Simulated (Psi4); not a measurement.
**CHClFN (SMILES [H]/N=C(/F)Cl) at DSD-PBEP86/6-31G(d) (DKH2, density fitting for correlation, Cartesian functions)**

Wanted: the energy of CHClFN. 

The calculation is run with Psi4 1.11.

1 further run of the same task is left out (it didn't finish).

## Step 1: The structure to begin with

The species is CHClFN (5 atoms), meant as a singlet with charge 0. As SMILES, `[H]/N=C(/F)Cl`. The shape is that of a PBE0-D4/def2-TZVP optimisation.

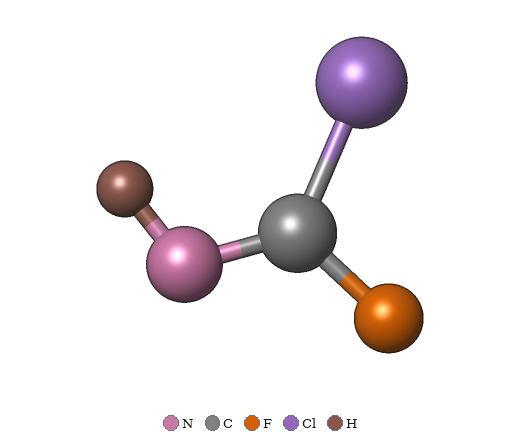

Viewed from a chosen angle; nitrogen pink, carbon grey, fluorine orange, chlorine purple, hydrogen brown.

## Step 2: A single-point energy at DSD-PBEP86/6-31G(d) (DKH2, density fitting for correlation, Cartesian functions)

The input, chclfn.inp:

```
memory 1600 MB

molecule molecule1 {
  0 1
  N      0.321100     0.940500     0.274400
  C      0.137900    -0.274600     0.128500
  F      0.810300    -1.157400     0.832100
  Cl    -0.953500    -1.081700    -0.943200
  H     -0.266000     1.499600    -0.333300
  no_reorient
  no_com
}

set scf_type pk
set freeze_core true
set dft_nuclear_scheme stratmann
set relativistic dkh
set dkh_order 2

energy("dsd-pbep86/6-31G*")
```

The run is started by

```bash
$ psi4 chclfn.inp chclfn.out -n 1
```

chclfn.out:

```text
[...]
  Running in c1 symmetry.
[...]
  Nuclear repulsion =  151.881150953769293
[...]
  Multiplicity = 1
[...]
  Nalpha       = 20
  Nbeta        = 20
[...]
    Number of basis functions: 66
[...]
   @RKS iter   1:  -653.65301697255620   -2.28764e-01   8.26101e-03 DIIS/ADIIS
[...]
   @RKS iter   9:  -653.78380208917736   -3.23114e-08   8.16232e-07 DIIS
[...]
    Orbital Energies [Eh]
    ---------------------
    Doubly Occupied:
       1A   -104.097261     2A    -25.823662     3A    -15.170795
       4A    -11.078625     5A    -10.293699     6A     -7.805950
       7A     -7.799956     8A     -7.799685     9A     -1.550414
      10A     -1.177359    11A     -1.067981    12A     -0.806778
      13A     -0.704469    14A     -0.665480    15A     -0.655578
      16A     -0.574061    17A     -0.494301    18A     -0.469215
      19A     -0.420841    20A     -0.410642
[...]
  @RKS Final Energy:  -653.78380208917736
   => Energetics <=
    Nuclear Repulsion Energy =            151.8811509537692928
    One-Electron Energy =               -1203.2108604916388686
    Two-Electron Energy =                 412.1454769326091991
    DFT Exchange-Correlation Energy =     -14.5995694839169943
    Empirical Dispersion Energy =           0.0000000000000000
    VV10 Nonlocal Energy =                  0.0000000000000000
    Total Energy =                       -653.7838020891773567
[...]
 Multipole Moments:
 ------------------------------------------------------------------------------------
     Multipole            Electronic (a.u.)      Nuclear  (a.u.)        Total (a.u.)
 ------------------------------------------------------------------------------------
 L = 1.  Multiply by 2.5417464519 to convert [e a0] to [Debye]
 Dipole X            :         11.0343262          -11.5418803           -0.5075541
 Dipole Y            :         42.3945545          -42.2731734            0.1213810
 Dipole Z            :         11.1777759          -11.6917355           -0.5139596
 Magnitude           :                                                    0.7324609
[...]
```

Wall time 2.7 s (1 thread of INTEL XEON PLATINUM 8581C at 2.30GHz (Emerald Rapids), shared host); peak memory 0.41 GiB.

## Step 3: Results

At DSD-PBEP86/6-31G* (DKH2, density fitting for correlation, Cartesian functions), 8 core orbitals frozen:

```
                           quantity          value
                       total energy  -654.09359 Eh
  HOMO energy (SCF part's orbitals)      -11.17 eV
  LUMO energy (SCF part's orbitals)        2.56 eV
HOMO–LUMO gap (SCF part's orbitals)       13.73 eV
```
